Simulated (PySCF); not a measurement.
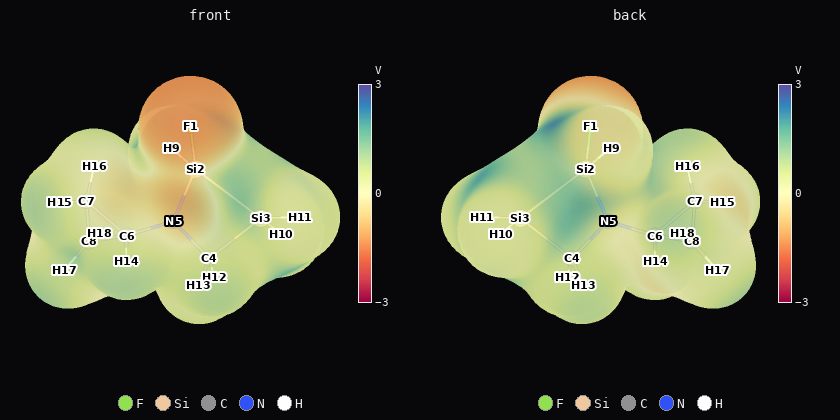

The picture shows: C4H10FNSi2. The molecular electrostatic potential painted on the density surface at 0.004 e/bohr³, seen from the front and from behind; the colour scale runs from red (negative) to blue (positive).

Geometry: GFN2-xTB.

All numbers below come from PBE0/pcSseg-1, SCF density, gas phase, non-relativistic in PySCF 2.14.0.

```yaml
atoms:
  - { symbol: F, position_ang: [-0.8232, 1.1071, 2.4875] }
  - { symbol: Si, position_ang: [-1.1120, -0.0040, 1.3409] }
  - { symbol: Si, position_ang: [-2.7615, 0.2579, -0.2485] }
  - { symbol: C, position_ang: [-1.1052, 0.3625, -1.2292] }
  - { symbol: N, position_ang: [-0.2000, 0.3456, -0.0769] }
  - { symbol: C, position_ang: [1.1902, 0.3125, -0.3418] }
  - { symbol: C, position_ang: [2.1629, 0.0346, 0.7567] }
  - { symbol: C, position_ang: [1.9514, -0.9881, -0.3222] }
  - { symbol: H, position_ang: [-0.7793, -1.2159, 2.0881] }
  - { symbol: H, position_ang: [-3.5775, -0.8869, -0.6671] }
  - { symbol: H, position_ang: [-3.5691, 1.4736, -0.3887] }
  - { symbol: H, position_ang: [-0.9487, 1.2711, -1.8188] }
  - { symbol: H, position_ang: [-0.9135, -0.4874, -1.8934] }
  - { symbol: H, position_ang: [1.4839, 1.0385, -1.0977] }
  - { symbol: H, position_ang: [3.0904, 0.5868, 0.7727] }
  - { symbol: H, position_ang: [1.7644, -0.1748, 1.7371] }
  - { symbol: H, position_ang: [2.7365, -1.1460, -1.0462] }
  - { symbol: H, position_ang: [1.4016, -1.8807, -0.0641] }
```

Which sites attract a positive test charge, and which a negative one?

Answer. A positive charge is drawn to the negative regions and a negative charge to the positive ones. The most negative region (about −1.4 V) lies over F1, the most positive (about +2.0 V) over Si2 and Si3.
